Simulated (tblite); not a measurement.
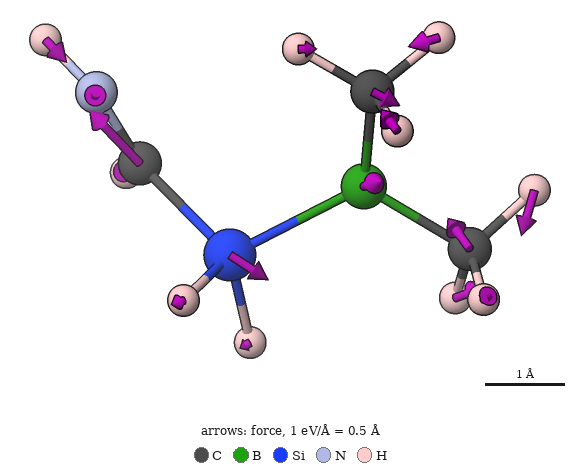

Starting geometry of C$_{3}$H$_{10}$BNSi with the computed forces as purple arrows. Style: ball-and-stick. Shown from a free direction.

Method: tblite, GFN2-xTB geometry optimisation, gas phase. 

> What follows when this structure is relaxed?

It isn't relaxed: the largest force vector, on a C atom, is 2.12 eV/Å. The final displacements have little in common with the starting forces (cosine between the two patterns 0.20). An H atom moves most after the best rigid fit: 1.35 Å. By element the largest moves are H 1.35 Å, N 0.82 Å, C 0.33 Å, B 0.23 Å, Si 0.20 Å. Some distances before and after: C–Si 1.847 → 1.911 Å, H–Si 1.448 → 1.480 Å, C–H 1.121 → 1.090 Å, C–H 1.073 → 1.101 Å. Among the angles between lasting bonds that change: B–Si–H 107.4° → 118.2°, C–Si–H 112.9° → 102.6°, B–C–H 103.6° → 111.8°. Groups turn about C–Si by about 65°, B–C by about 40°. After 135 geometry steps the energy has fallen by 10.1 kcal/mol.
